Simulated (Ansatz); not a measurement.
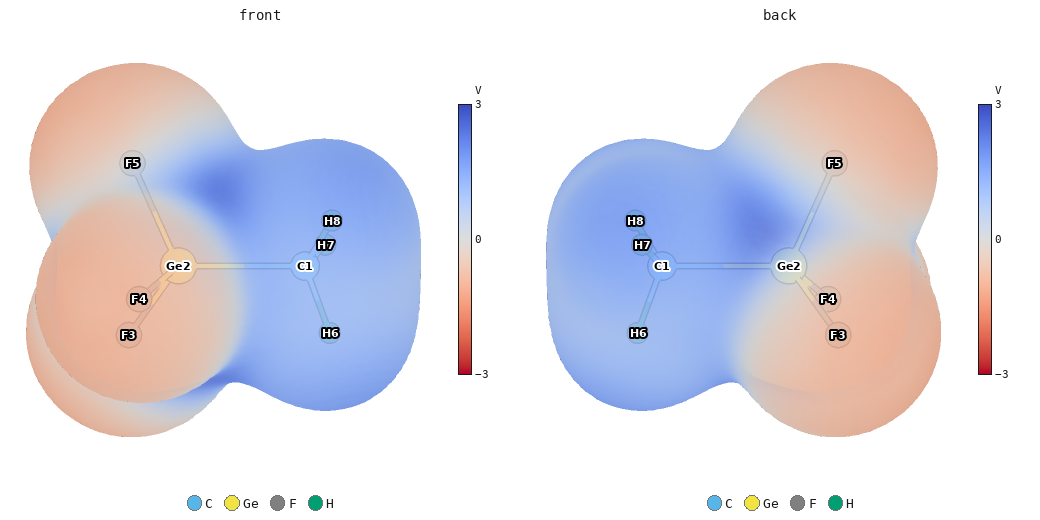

CH3F3Ge (SMILES [CH3][Ge]([F])([F])[F]). The electrostatic potential painted on the density surface at 0.002 e/bohr³, seen from the front and from behind; red is negative and blue positive.

Geometry: PBE0-D4/def2-TZVP.

Level of theory: RKS PBE0-D4/def2-TZVPP (Ansatz 0.2.0).

Input file:

```
crystal:
  periodic: [false, false, false]
  atoms:
    - {symbol: C, position_ang: [-0.880138, -0.212181, 0.556726]}
    - {symbol: Ge, position_ang: [0.705247, 0.152299, -0.445604]}
    - {symbol: F, position_ang: [2.102889, -0.598506, 0.202041]}
    - {symbol: F, position_ang: [0.614734, -0.378913, -2.072310]}
    - {symbol: F, position_ang: [1.082471, 1.821715, -0.531317]}
    - {symbol: H, position_ang: [-1.061361, -1.286407, 0.563375]}
    - {symbol: H, position_ang: [-0.748909, 0.144819, 1.577608]}
    - {symbol: H, position_ang: [-1.722836, 0.299974, 0.093681]}
basis:
  gaussian: {orbitals: def2-TZVPP}
hamiltonian: {xc: pbe0, dispersion: d4}
output: {orbitals: {seedname: orbitals}}
```

Command:

```sh
ansatz run in.yaml --threads 4 --pin off --events-out ev --progress --plain --max-ram 10444MiB
```

> Describe the electrostatic potential map.

The most negative region (about −1.0 V) lies over F3, F4 and F5, the most positive (about +2.2 V) over Ge2.
